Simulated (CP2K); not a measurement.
# SiH3OF (SMILES O[SiH2]F) at B3LYP/6-31G(d) (spherical functions)

What is the vertical singlet–triplet gap of SiH3OF at B3LYP/6-31G* (spherical functions)? 

Program for the calculation: CP2K 2026.2.

3 further runs of the same task are left out: 3 set aside as unsound or not needed.

### Step 1. The system as given

The species is SiH3OF (6 atoms), meant as a singlet with charge 0. As SMILES, `O[SiH2]F`. Geometry: relaxed at PBE0-D4/def2-TZVP. This is one conformer, not always the lowest.

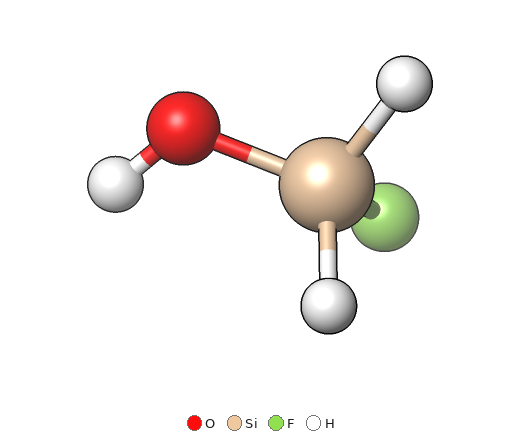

Viewed from a chosen angle; oxygen red, silicon light orange, fluorine green, hydrogen white.

### Step 2. A single-point energy at B3LYP/6-31G(d) (spherical functions)

molecule.xyz reads:

```xyz
6

O     -0.853500    -0.209200    -0.924100
Si     0.378300    -0.009300     0.123900
F      0.180800    -0.922800     1.417800
H     -1.714200     0.150200    -0.705600
H      1.595600    -0.458500    -0.575800
H      0.455100     1.385600     0.617600
```

job.inp reads:

```
&FORCE_EVAL
  METHOD QUICKSTEP
  &DFT
    BASIS_SET_FILE_NAME ./6_31gs.basis
    POTENTIAL_FILE_NAME POTENTIAL
    &QS
      METHOD GAPW
      EPS_DEFAULT 1.0E-10
    &END
    &MGRID
      CUTOFF 280
      REL_CUTOFF 50
      NGRIDS 4
    &END
    &POISSON
      PERIODIC NONE
      POISSON_SOLVER MULTIPOLE
    &END
    &SCF
      SCF_GUESS ATOMIC
      EPS_SCF 1.0E-07
      MAX_SCF 80
      ADDED_MOS 3
      &DIAGONALIZATION
        ALGORITHM STANDARD
      &END
      &MIXING
        METHOD DIRECT_P_MIXING
        ALPHA 0.4
      &END
    &END
    &XC
      &XC_FUNCTIONAL
        &HYB_GGA_XC_B3LYP
        &END
      &END
      &HF
        FRACTION 0.2
        &SCREENING
          EPS_SCHWARZ 1.0E-10
        &END
        &MEMORY
          MAX_MEMORY 1050
        &END
      &END
    &END
    &PRINT
      &MOMENTS
        PERIODIC F
        REFERENCE COM
        MAX_MOMENT 1
      &END
      &MO ON
        ENERGIES T
        OCCUPATION_NUMBERS T
        NDIGITS 6
        &EACH
          QS_SCF 0
        &END
        ADD_LAST NUMERIC
      &END
      &LOWDIN ON
      &END
      &HIRSHFELD OFF
      &END
    &END
  &END
  &SUBSYS
    &CELL
      ABC 10.3 9.3 9.3
      PERIODIC NONE
    &END
    &TOPOLOGY
      COORD_FILE_NAME molecule.xyz
      COORD_FILE_FORMAT XYZ
      &CENTER_COORDINATES
      &END
    &END
    &KIND O
      BASIS_SET 6-31Gs
      POTENTIAL ALL
      LEBEDEV_GRID 194
      RADIAL_GRID 100
    &END
    &KIND Si
      BASIS_SET 6-31Gs
      POTENTIAL ALL
      LEBEDEV_GRID 194
      RADIAL_GRID 100
    &END
    &KIND F
      BASIS_SET 6-31Gs
      POTENTIAL ALL
      LEBEDEV_GRID 194
      RADIAL_GRID 100
    &END
    &KIND H
      BASIS_SET 6-31Gs
      POTENTIAL ALL
      LEBEDEV_GRID 194
      RADIAL_GRID 100
    &END
  &END
&END

&GLOBAL
  PROJECT_NAME job
  RUN_TYPE ENERGY
  PRINT_LEVEL MEDIUM
&END
```

Run with:

```
$ OMP_NUM_THREADS=1 cp2k.psmp -i job.inp -o job.out
```

Log:

```text
CP2K| version string:                                       CP2K version 2026.2
[...]
 GLOBAL| Method name                                                        CP2K
[...]
 GLOBAL| Run type                                                         ENERGY
[...]
 DFT| Spin restricted Kohn-Sham (RKS) calculation                            RKS
 DFT| Multiplicity                                                             1
[...]
 DFT| Charge                                                                   0
[...]
 FUNCTIONAL| HYB_GGA_XC_B3LYP:
[...]
 QS| Method:                                                                GAPW
[...]
 QS| Density cutoff [a.u.]:                                                140.0
[...]
 QS| Relative density cutoff [a.u.]:                                        25.0
[...]
                             - Atoms:                                          6
[...]
                             - Spherical basis functions:                     52
[...]
 Number of electrons:                                                         34
[...]
     1 P_Mix/Diag. 0.40E+00    9.7     0.49979718      -466.6698700187 -4.67E+02
[...]
    13 DIIS/Diag.  0.31E-06    2.8     0.00000008      -466.4491777660 -4.55E-13
  *** SCF run converged in    13 steps ***
[...]
  Overlap energy of the core charge distribution:               0.00000020614930
  Self energy of the core charge distribution:               -307.36533903400243
  Core Hamiltonian energy:                                   -171.13106071641835
  Hartree energy:                                              76.09913294908173
  Exchange-correlation energy:                                -11.39819199641998
  Hartree-Fock Exchange energy:                                -7.97029875727210
[...]
                     Mulliken Population Analysis
 #  Atom  Element  Kind  Atomic population                           Net charge
       1     O        1          8.699744                             -0.699744
       2     Si       2         13.117569                              0.882431
       3     F        3          9.398098                             -0.398098
       4     H        4          0.567356                              0.432644
       5     H        4          1.099844                             -0.099844
       6     H        4          1.117388                             -0.117388
 # Total charge                             34.000000                  0.000000
[...]
  Dipole moment [Debye]
    X= -0.9238958E+00 Y=  0.1394845E+01 Z= -0.1937713E+00  Total=      1.6842579
 ENERGY| Total FORCE_EVAL ( QS ) energy [hartree]           -466.449177766013236
[...]
```

Run time: 52 s. Hardware: 1 thread of Intel Xeon at 2.50GHz (Skylake/Cascade Lake), shared host; peak memory 0.57 GiB.

### Step 3. The triplet at the same level

molecule.inp reads:

```
&GLOBAL
  PROJECT_NAME molecule
  RUN_TYPE ENERGY
  PRINT_LEVEL MEDIUM
&END GLOBAL

&FORCE_EVAL
  METHOD QS
  &DFT
    BASIS_SET_FILE_NAME ./6_31gs.basis
    POTENTIAL_FILE_NAME POTENTIAL
    MULTIPLICITY 3
    LSD T
    &QS
      METHOD GAPW
      EPS_DEFAULT 1.0E-10
    &END QS
    # plane-wave cutoff in Ry
    &MGRID
      CUTOFF 280
      REL_CUTOFF 50
      NGRIDS 4
    &END MGRID
    # isolated system
    &POISSON
      PERIODIC NONE
      POISSON_SOLVER MULTIPOLE
    &END POISSON
    &SCF
      SCF_GUESS ATOMIC
      EPS_SCF 1.0E-07
      MAX_SCF 60
      ADDED_MOS 3
      &DIAGONALIZATION
        ALGORITHM STANDARD
      &END DIAGONALIZATION
      &MIXING
        METHOD DIRECT_P_MIXING
        ALPHA 0.4
      &END MIXING
    &END SCF
    # functional
    &XC
      &XC_FUNCTIONAL
        &HYB_GGA_XC_B3LYP
        &END HYB_GGA_XC_B3LYP
      &END XC_FUNCTIONAL
      &HF
        FRACTION 0.2
        &SCREENING
          EPS_SCHWARZ 1.0E-10
        &END SCREENING
        &MEMORY
          MAX_MEMORY 1050
        &END MEMORY
      &END HF
    &END XC
    # extra output
    &PRINT
      &MOMENTS
        PERIODIC F
        REFERENCE COM
        MAX_MOMENT 1
      &END MOMENTS
      &MO ON
        ENERGIES T
        OCCUPATION_NUMBERS T
        NDIGITS 6
        &EACH
          QS_SCF 0
        &END EACH
        ADD_LAST NUMERIC
      &END MO
      &LOWDIN ON
      &END LOWDIN
      &HIRSHFELD OFF
      &END HIRSHFELD
    &END PRINT
  &END DFT
  # structure
  &SUBSYS
    # box in angstrom
    &CELL
      ABC 10.3 9.3 9.3
      PERIODIC NONE
    &END CELL
    &COORD
      SCALED T
      O    0.42289320   0.45262366   0.37409140
      Si   0.54248544   0.47411828   0.48677957
      F    0.52331068   0.37589247   0.62590860
      H    0.33933010   0.49126882   0.39758602
      H    0.66066990   0.42581720   0.41154301
      H    0.54994175   0.62410753   0.53986559
    &END COORD
    &KIND O
      BASIS_SET 6-31Gs
      POTENTIAL ALL
      LEBEDEV_GRID 194
      RADIAL_GRID 100
    &END KIND
    &KIND Si
      BASIS_SET 6-31Gs
      POTENTIAL ALL
      LEBEDEV_GRID 194
      RADIAL_GRID 100
    &END KIND
    &KIND F
      BASIS_SET 6-31Gs
      POTENTIAL ALL
      LEBEDEV_GRID 194
      RADIAL_GRID 100
    &END KIND
    &KIND H
      BASIS_SET 6-31Gs
      POTENTIAL ALL
      LEBEDEV_GRID 194
      RADIAL_GRID 100
    &END KIND
  &END SUBSYS
&END FORCE_EVAL
```

Run with:

```
$ OMP_NUM_THREADS=1 cp2k.psmp -i molecule.inp > molecule.out 2>&1
```

Log:

```text
CP2K| version string:                                       CP2K version 2026.2
[...]
 GLOBAL| Method name                                                        CP2K
[...]
 GLOBAL| Run type                                                         ENERGY
[...]
 DFT| Spin unrestricted (spin-polarized) Kohn-Sham calculation               UKS
 DFT| Multiplicity                                                             3
[...]
 DFT| Charge                                                                   0
[...]
 FUNCTIONAL| HYB_GGA_XC_B3LYP:
[...]
 QS| Method:                                                                GAPW
[...]
 QS| Density cutoff [a.u.]:                                                140.0
[...]
 QS| Relative density cutoff [a.u.]:                                        25.0
[...]
                             - Atoms:                                          6
[...]
                             - Spherical basis functions:                     52
[...]
 Number of electrons:                                                         18
[...]
     1 P_Mix/Diag. 0.40E+00   13.8     0.61263913      -466.7164514087 -4.67E+02
[...]
    44 DIIS/Diag.  0.23E-06    6.3     0.00000007      -466.1510526052  4.55E-13
  *** SCF run converged in    44 steps ***
[...]
  Overlap energy of the core charge distribution:               0.00000020614943
  Self energy of the core charge distribution:               -307.36533903400243
  Core Hamiltonian energy:                                   -171.14240464391759
  Hartree energy:                                              76.27594267597061
  Exchange-correlation energy:                                -11.30238178442696
  Hartree-Fock Exchange energy:                                -7.93343853506239
[...]
  Ideal and single determinant S**2 :                    2.000000       2.006171
[...]
                     Mulliken Population Analysis
 #  Atom  Element  Kind  Atomic population (alpha,beta) Net charge  Spin moment
       1     O        1         4.379540     3.837229    -0.216769     0.542311
       2     Si       2         7.219223     6.470828     0.309949     0.748395
       3     F        3         4.710519     4.646981    -0.357500     0.063538
       4     H        4         0.552305     0.232521     0.215174     0.319783
       5     H        4         0.539329     0.472049    -0.011379     0.067280
       6     H        4         0.599085     0.340391     0.060524     0.258693
 # Total charge and spin       18.000000    16.000000     0.000000     2.000000
[...]
  Dipole moment [Debye]
    X=  0.4860482E+00 Y=  0.1208577E+01 Z= -0.5079158E+00  Total=      1.3981701
 ENERGY| Total FORCE_EVAL ( QS ) energy [hartree]           -466.151052605201301
[...]
```

It took 6.5 min on 1 thread of Intel Xeon at 2.50GHz (Skylake/Cascade Lake), shared host; peak memory 0.69 GiB.

### Step 4. Results

At B3LYP/6-31G* (spherical functions):

```
                                        quantity          value
                           singlet: total energy  -466.44918 Eh
                          singlet: dipole moment         1.68 D
                            singlet: HOMO energy       -8.87 eV
                            singlet: LUMO energy        0.79 eV
                          singlet: HOMO–LUMO gap        9.67 eV
                           triplet: total energy  -466.15105 Eh
                          triplet: dipole moment         1.40 D
     triplet: HOMO energy (highest over α and β)       -1.50 eV
                                   triplet: ⟨S²⟩          2.006
vertical energy of the triplet above the singlet       8.112 eV
```

What this shows: At this shape the triplet lies 8.11 eV (783 kJ/mol) above the singlet.
